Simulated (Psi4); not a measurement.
# SiNH3ClO (SMILES [NH][SiH](O)Cl), step by step

Aim: a geometry optimisation (doublet SiNH3ClO, U-wB97X-D/def2-SVPD), then the energy (singlet SiNH3ClO+, wB97X-D/def2-SVPD), then a single-point energy (singlet SiNH3ClO−, wB97X-D/def2-SVPD), then a geometry optimisation (singlet SiNH3ClO−, wB97X-D/def2-SVPD) of ClH3NOSi. 

The results are computed with Psi4 1.11.

## (1) The structure to begin with

The species is SiNH3ClO (7 atoms), meant as a doublet with charge 0. As SMILES, `[NH][SiH](O)Cl`. The coordinates come from a PBE0-D4/def2-TZVP relaxation. This is one conformer, not always the lowest. The run starts from this shape.

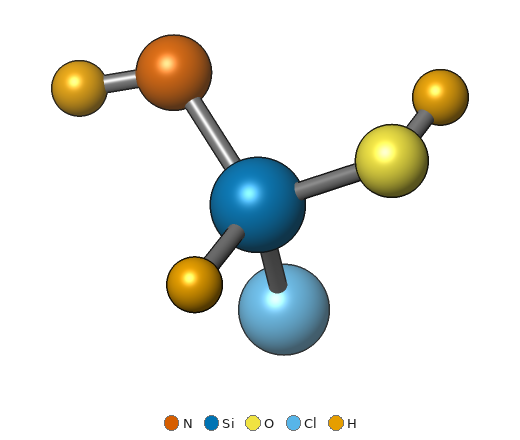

Viewed from a chosen angle; nitrogen orange, silicon blue, oxygen yellow, chlorine blue, hydrogen amber.

## (2) A geometry optimisation at U-wB97X-D/def2-SVPD (density fitting) (run 1)

calc.dat reads:

```
memory 1600 mb

molecule {
  0 2
  N     -0.58562613     2.10043059    -1.66125824
  Si    -0.13965076    -0.21599570     0.62436551
  O      2.76958261    -1.19109438     0.57598852
  Cl    -2.62671931    -3.01203447    -0.41762947
  H     -2.17601963     3.16963763    -1.42919987
  H     -0.65875853     0.52950126     3.25921065
  H      3.53303196    -1.50875734    -1.03783759
  units bohr
  symmetry c1
}

set {
  reference uks
}

result, w = optimize('wb97x-d/def2-SVPD', return_wfn=True)
print_variables()
```

Launch:

```bash
$ psi4 -n 1 calc.dat calc.out
```

calc.out:

```text
[...]
  Running in c1 symmetry.
[...]
  Nuclear repulsion =  216.933065398246697
[...]
  Multiplicity = 2
[...]
  Nalpha       = 25
  Nbeta        = 24
[...]
    Number of basis functions: 118
[...]
   @DF-UKS iter   1:  -880.90898655549142   -3.91391e-01   6.26867e-03 DIIS/ADIIS
[...]
   @DF-UKS iter  11:  -881.15528588421807   -3.36513e-11   8.22031e-09 DIIS
[...]
   @S^2 Observed:                7.539856386E-01
[...]
  @DF-UKS Final Energy:  -881.15528588421807
   => Energetics <=
    Nuclear Repulsion Energy =            214.6332881964342789
    One-Electron Energy =               -1643.0077138581482359
    Two-Electron Energy =                 594.6151688285177670
    DFT Exchange-Correlation Energy =     -47.3942482501020521
    Empirical Dispersion Energy =          -0.0017808009198387
    VV10 Nonlocal Energy =                  0.0000000000000000
    Total Energy =                       -881.1552858842180740
[...]
  -Total Gradient:
     Atom            X                  Y                   Z
    ------   -----------------  -----------------  -----------------
       1        0.000005646447    -0.000093419090     0.000073651571
       2        0.000079457247    -0.000177579095     0.000066788566
       3        0.000082381648    -0.000123875104     0.000018452590
       4        0.000070781180    -0.000093222909    -0.000006719717
       5        0.000057233339    -0.000108998122     0.000090084823
       6        0.000098826169    -0.000175773556     0.000049776535
       7        0.000067412324    -0.000070935865    -0.000029731738
[...]
```

Standard output:

```text
Optimizer: Optimization complete!
```

Run time: 2.7 min. Hardware: 1 thread of Intel Xeon Platinum 8259CL at 2.50GHz (Skylake/Cascade Lake), shared host; peak memory 0.9 GiB.

Steps, from the record of the run:

| step | energy from the first frame kept (eV) | largest force (eV/Å) |
| --- | --- | --- |
| 0 | 0.0000 | 0.8215 |
| 1 | -0.0203 | 0.2085 |
| 2 | -0.0214 | 0.0520 |
| 3 | -0.0216 | 0.0163 |
| 4 | -0.0218 | 0.0269 |
| 5 | -0.0218 | 0.0248 |
| 6 | -0.0219 | 0.0125 |
| 7 | -0.0219 | 0.0107 |

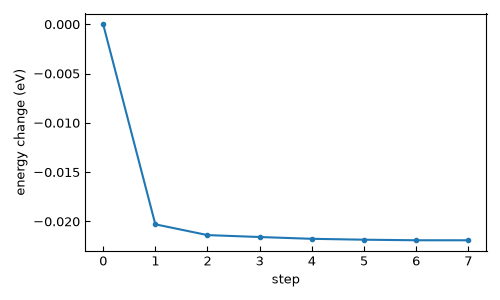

Energy along the run.

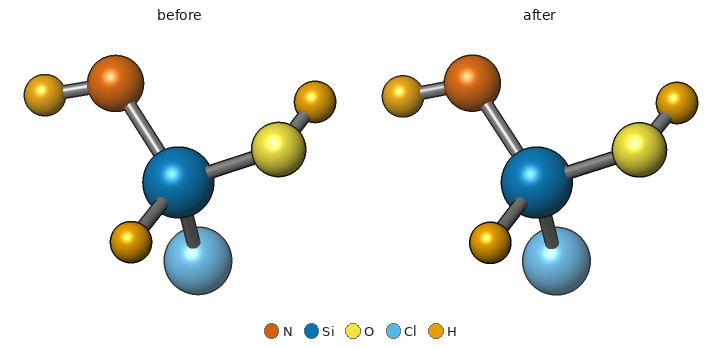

Before and after, at one scale.

After the run. Bond lengths: N1–Si2 1.750 Å, Si2–O3 1.648 Å, Si2–Cl4 2.082 Å, N1–H5 1.025 Å, Si2–H6 1.475 Å, O3–H7 0.960 Å. Angles: N1–Si2–O3 110.6°, N1–Si2–Cl4 103.8°, O3–Si2–Cl4 111.1°, N1–Si2–H6 116.0°, O3–Si2–H6 106.2°, Cl4–Si2–H6 109.2°, Si2–N1–H5 115.1°, Si2–O3–H7 119.3°.

## (3) The singlet cation: a single-point energy at wB97X-D/def2-SVPD (density fitting) (run 2)

calc.dat reads:

```
memory 1600 mb

molecule {
  1 1
  N     -0.308383     1.145587    -0.859732
  Si    -0.069411    -0.107277     0.338121
  O      1.484738    -0.653526     0.302248
  Cl    -1.402846    -1.600627    -0.233480
  H     -1.194027     1.655277    -0.784037
  H     -0.338084     0.274711     1.737556
  H      1.897916    -0.837425    -0.544235
  symmetry c1
}

set globals {
  basis     def2-SVPD
  reference rks
}

E, wfn = energy('wb97x-d', return_wfn=True)
```

Launch:

```bash
$ psi4 calc.dat calc.out -n 1
```

calc.out:

```text
[...]
  Running in c1 symmetry.
[...]
  Nuclear repulsion =  214.633328660475399
[...]
  Multiplicity = 1
[...]
  Nalpha       = 24
  Nbeta        = 24
[...]
    Number of basis functions: 118
[...]
   @DF-RKS iter   1:  -880.55975712789575   -1.09844e-01   5.27831e-03 DIIS/ADIIS
[...]
   @DF-RKS iter  13:  -880.72336088023053   -2.31798e-07   7.39568e-07 DIIS
[...]
  @DF-RKS Final Energy:  -880.72336088023053
   => Energetics <=
    Nuclear Repulsion Energy =            214.6333286604753994
    One-Electron Energy =               -1631.0582096661041760
    Two-Electron Energy =                 582.8810147609867727
    DFT Exchange-Correlation Energy =     -47.1777138350255427
    Empirical Dispersion Energy =          -0.0017808005629622
    VV10 Nonlocal Energy =                  0.0000000000000000
    Total Energy =                       -880.7233608802305298
[...]
 Multipole Moments:
 ------------------------------------------------------------------------------------
     Multipole            Electronic (a.u.)      Nuclear  (a.u.)        Total (a.u.)
 ------------------------------------------------------------------------------------
 L = 1.  Multiply by 2.5417464519 to convert [e a0] to [Debye]
 Dipole X            :         -2.6263885            2.2580765           -0.3683120
 Dipole Y            :         -2.0803170            3.5271031            1.4467861
 Dipole Z            :         -1.0945048            0.7187620           -0.3757427
 Magnitude           :                                                    1.5394890
[...]
```

It took 13 s on 1 thread of Intel Xeon Platinum 8259CL at 2.50GHz (Skylake/Cascade Lake), shared host; peak memory 0.82 GiB.

## (4) The singlet anion: a single-point energy at wB97X-D/def2-SVPD (density fitting) (run 4)

clh3nosi.dat reads:

```
memory 1600 MB

molecule geom {
  -1 1
  N     -0.308383     1.145587    -0.859732
  Si    -0.069411    -0.107277     0.338121
  O      1.484738    -0.653526     0.302248
  Cl    -1.402846    -1.600627    -0.233480
  H     -1.194027     1.655277    -0.784037
  H     -0.338084     0.274711     1.737556
  H      1.897916    -0.837425    -0.544235
  symmetry c1
}

set {
  basis def2-SVPD
}

e_tot = energy('wb97x-d')
print_variables()
```

Launch:

```bash
$ psi4 -n 1 clh3nosi.dat clh3nosi.out
```

clh3nosi.out:

```text
[...]
  Running in c1 symmetry.
[...]
  Nuclear repulsion =  214.633328660475399
[...]
  Multiplicity = 1
[...]
  Nalpha       = 25
  Nbeta        = 25
[...]
    Number of basis functions: 118
[...]
   @DF-RKS iter   1:  -880.78600347285067   -3.36090e-01   8.33443e-03 ADIIS/DIIS
[...]
   @DF-RKS iter  10:  -881.23150792539457   -7.27080e-08   4.58002e-07 DIIS
[...]
  @DF-RKS Final Energy:  -881.23150792539457
   => Energetics <=
    Nuclear Repulsion Energy =            214.6333286604753994
    One-Electron Energy =               -1653.7825379745299870
    Two-Electron Energy =                 605.4402758850872033
    DFT Exchange-Correlation Energy =     -47.5207936958642208
    Empirical Dispersion Energy =          -0.0017808005629622
    VV10 Nonlocal Energy =                  0.0000000000000000
    Total Energy =                       -881.2315079253945669
[...]
 Multipole Moments:
 ------------------------------------------------------------------------------------
     Multipole            Electronic (a.u.)      Nuclear  (a.u.)        Total (a.u.)
 ------------------------------------------------------------------------------------
 L = 1.  Multiply by 2.5417464519 to convert [e a0] to [Debye]
 Dipole X            :         -2.2284406            2.2580765            0.0296359
 Dipole Y            :         -4.9959687            3.5271031           -1.4688656
 Dipole Z            :         -0.1928582            0.7187620            0.5259039
 Magnitude           :                                                    1.5604548
[...]
```

Wall time 11 s (1 thread of Intel Xeon Platinum 8259CL at 2.50GHz (Skylake/Cascade Lake), shared host); peak memory 0.82 GiB.

## (5) The singlet anion: a geometry optimisation at wB97X-D/def2-SVPD (density fitting) (run 5)

clh3nosi.xyz reads:

```xyz
7
ClH3NOSi
N     -0.308383     1.145587    -0.859732
Si    -0.069411    -0.107277     0.338121
O      1.484738    -0.653526     0.302248
Cl    -1.402846    -1.600627    -0.233480
H     -1.194027     1.655277    -0.784037
H     -0.338084     0.274711     1.737556
H      1.897916    -0.837425    -0.544235
```

calc.py reads:

```python
import psi4

psi4.set_memory(1600000000)
psi4.set_num_threads(1)
psi4.core.set_output_file('clh3nosi.out', False)

with open('clh3nosi.xyz') as f:
    atoms = ''.join(f.readlines()[2:])
molecule = psi4.geometry('-1 1\n' + atoms + 'symmetry c1')

psi4.set_options({
    'geom_maxiter': 50,
})

energy_value, wavefunction = psi4.optimize("wb97x-d/def2-SVPD", return_wfn=True)
print(f'wb97x-d/def2-SVPD energy: {energy_value:.10f} Eh')
print(molecule.to_string(dtype='xyz', units='Angstrom'))
for k, v in sorted(psi4.core.scalar_variables().items()):
    print(f'{k:45s} {v:18.10f}')
```

Launch:

```bash
$ python calc.py
```

clh3nosi.out:

```text
[...]
  Running in c1 symmetry.
[...]
  Nuclear repulsion =  214.633328660475399
[...]
  Multiplicity = 1
[...]
  Nalpha       = 25
  Nbeta        = 25
[...]
    Number of basis functions: 118
[...]
   @DF-RKS iter   1:  -880.78600347285067   -3.36090e-01   8.33443e-03 DIIS/ADIIS
[...]
   @DF-RKS iter   8:  -881.25646357250821   -5.45697e-12   8.84335e-09 DIIS
[...]
  @DF-RKS Final Energy:  -881.25646357250821
   => Energetics <=
    Nuclear Repulsion Energy =            210.4948488682167635
    One-Electron Energy =               -1645.6395291352678214
    Two-Electron Energy =                 601.4118357073880361
    DFT Exchange-Correlation Energy =     -47.5218815105203802
    Empirical Dispersion Energy =          -0.0017375023246463
    VV10 Nonlocal Energy =                  0.0000000000000000
    Total Energy =                       -881.2564635725082098
[...]
  -Total Gradient:
     Atom            X                  Y                   Z
    ------   -----------------  -----------------  -----------------
       1       -0.000034210200     0.000161362281     0.000028687313
       2       -0.000302063095     0.000032166416    -0.000071395997
       3        0.000025291130    -0.000007493383     0.000086547141
       4       -0.000097623927     0.000083018440    -0.000040144253
       5       -0.000113102118     0.000031795389    -0.000086389815
       6       -0.000117759117     0.000092893173    -0.000027017518
       7       -0.000139624279     0.000070690922    -0.000021371466
[...]
```

It took 2.4 min on 1 thread of Intel Xeon Platinum 8259CL at 2.50GHz (Skylake/Cascade Lake), shared host; peak memory 0.89 GiB.

Steps, from the record of the run:

| step | energy from the first frame kept (eV) | largest force (eV/Å) |
| --- | --- | --- |
| 0 | 0.0000 | 5.8070 |
| 1 | -0.5189 | 2.2279 |
| 2 | -0.6305 | 0.4354 |
| 3 | -0.6519 | 0.1874 |
| 4 | -0.6677 | 0.1332 |
| 5 | -0.6739 | 0.1405 |
| 6 | -0.6773 | 0.1614 |
| 7 | -0.6784 | 0.1058 |
| 8 | -0.6788 | 0.0401 |
| 9 | -0.6790 | 0.0165 |
| 10 | -0.6791 | 0.0237 |
| 11 | -0.6791 | 0.0160 |

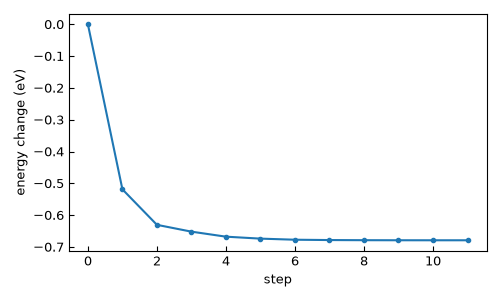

Energy along the run.

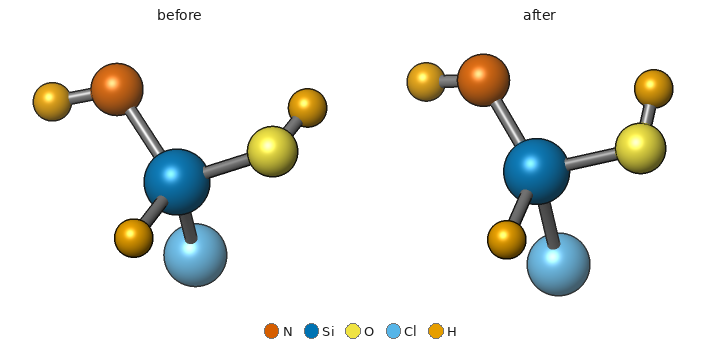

Before and after, at one scale.

After the run. Bond lengths: N1–Si2 1.634 Å, Si2–O3 1.698 Å, Si2–Cl4 2.220 Å, N1–H5 1.013 Å, Si2–H6 1.501 Å, O3–H7 0.962 Å. Angles: N1–Si2–O3 110.5°, N1–Si2–Cl4 116.3°, O3–Si2–Cl4 103.6°, N1–Si2–H6 125.1°, O3–Si2–H6 102.0°, Cl4–Si2–H6 96.5°, Si2–N1–H5 120.8°, Si2–O3–H7 107.0°.

## (6) Results

| quantity | value |
| --- | --- |
| run 1, U-wB97X-D/def2-SVPD: total energy at the end | -881.15529 Eh |
| run 1, U-wB97X-D/def2-SVPD: dipole moment | 1.10 D |
| run 1, U-wB97X-D/def2-SVPD: HOMO energy (highest over α and β) | -10.37 eV |
| run 1, U-wB97X-D/def2-SVPD: LUMO energy (lowest over α and β) | -2.23 eV |
| run 1, U-wB97X-D/def2-SVPD: dispersion energy | -4.68 kJ/mol |
| run 1, U-wB97X-D/def2-SVPD: ⟨S²⟩ | 0.754 |
| singlet cation: total energy | -880.72336 Eh |
| singlet cation: HOMO energy | -17.19 eV |
| singlet cation: LUMO energy | -11.85 eV |
| singlet cation: HOMO–LUMO gap | 5.34 eV |
| singlet cation: dispersion energy | -4.68 kJ/mol |
| singlet anion, run 4: total energy | -881.23151 Eh |
| singlet anion, run 4: HOMO energy | -1.96 eV |
| singlet anion, run 4: LUMO energy | 5.61 eV |
| singlet anion, run 4: HOMO–LUMO gap (to an unbound level, set by the basis) | 7.57 eV |
| singlet anion, run 4: dispersion energy | -4.68 kJ/mol |
| singlet anion, run 5: total energy at the end | -881.25646 Eh |
| singlet anion, run 5: HOMO energy | -3.17 eV |
| singlet anion, run 5: LUMO energy | 5.83 eV |
| singlet anion, run 5: HOMO–LUMO gap (to an unbound level, set by the basis) | 9.00 eV |
| singlet anion, run 5: dispersion energy | -4.56 kJ/mol |
| adiabatic electron affinity (to the singlet anion, no zero-point term) | 2.753 eV |

The adiabatic electron affinity (to the singlet anion, no zero-point term) is 2.75 eV (63 kcal/mol). The optimisation (run 1, U-wB97X-D/def2-SVPD) took 8 steps and changed the energy by -0.022 eV. The optimisation (singlet anion, run 5) took 12 steps and changed the energy by -0.679 eV.
